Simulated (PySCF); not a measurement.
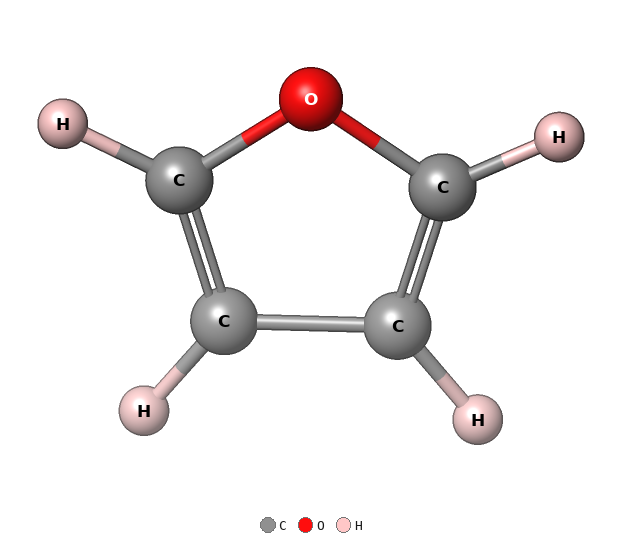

Orthographic view. Atoms fade into the background with distance from the viewer. Computed geometry: PBE0-D3(BJ)/def2-SVP optimisation. No frequency run is at hand to confirm it as a minimum.

Give the standard InChI.

Answer. InChI=1S/C4H4O/c1-2-4-5-3-1/h1-4H
